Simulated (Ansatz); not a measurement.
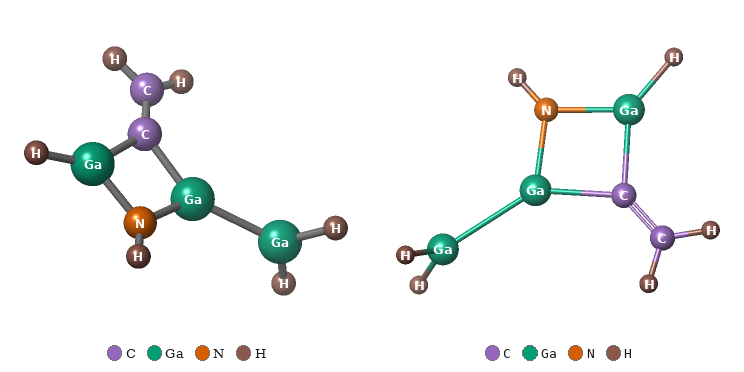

Two views of one molecule.

The geometry was computed by an optimisation with PBE0-D4/def2-TZVP.

> Give the formula.

C₂H₆Ga₃N, 12 atoms: 2 carbon, 6 hydrogen, 3 gallium and 1 nitrogen.

> Name some functional groups or characteristic bonds that it holds.

Among them: alkene.

> Which point group does it belong to?

Cs.

> Count the bonded pairs by element.

3 Ga–H, 2 C–Ga, 2 Ga–N, 2 C–H, 1 C–C, 1 Ga–Ga, 1 N–H.

> What is its SMILES?

C=[C]1[GaH][NH][Ga]1[GaH2]

The parts below concern this one geometry. Atoms keep their numbers from picture to picture.

### Vibrations

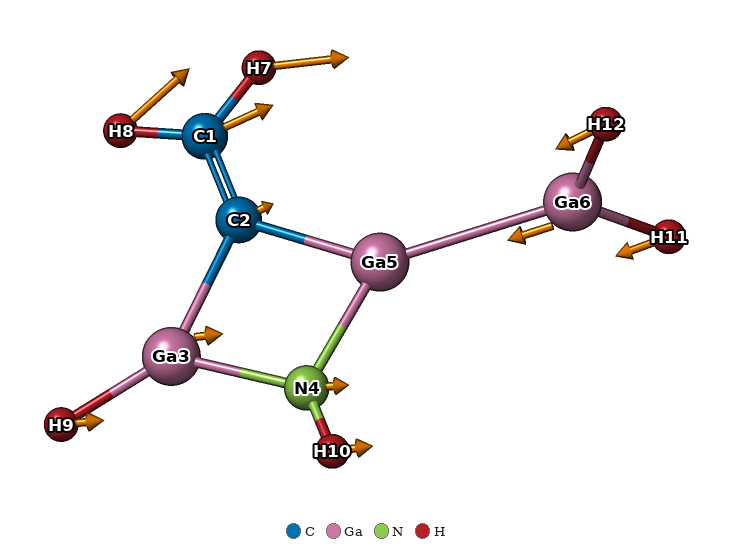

The arrows show one normal mode. Harmonic vibrations computed with RKS PBE0-D4/def2-TZVP (Ansatz 0.2.0) at a stationary point of the same level.

> Estimate its harmonic wavenumber.

170 cm⁻¹; it is mode 5 of 30 counted from the lowest.

### Electronic properties

Method: RKS B3LYP-D4/def2-TZVPP (Ansatz 0.2.0).

> What is the dipole moment?

0.18 D.

> Give the HOMO–LUMO gap at this level.

3.65 eV.

> Give the HOMO energy (Kohn–Sham orbital) at this level.

−6.03 eV.

> What is the vertical ionisation energy?

7.83 eV.

### Charges

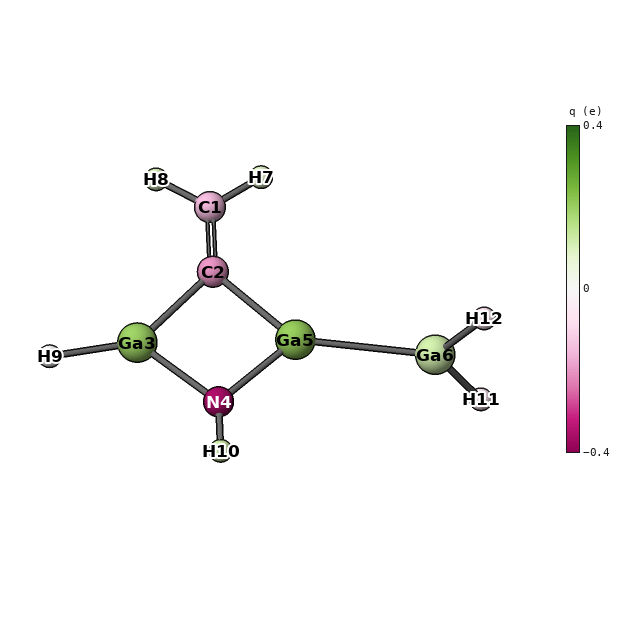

Atoms are coloured by their Mulliken charges. Properties computed with RKS B3LYP-D4/def2-TZVPP (Ansatz 0.2.0).

> Which atom carries the highest charge (most positive or least negative)?

Ga5 (0.21 e).

> And the lowest?

N4 (−0.36 e).

List the Mulliken charges.

```
atom  value (e)
  C1      −0.15
  C2      −0.20
 Ga3       0.20
  N4      −0.36
 Ga5       0.21
 Ga6       0.12
  H7       0.09
  H8       0.10
  H9      −0.01
 H10       0.12
 H11      −0.06
 H12      −0.06
```

Mulliken values depend strongly on the basis set and can even reverse the polarity of a bond.
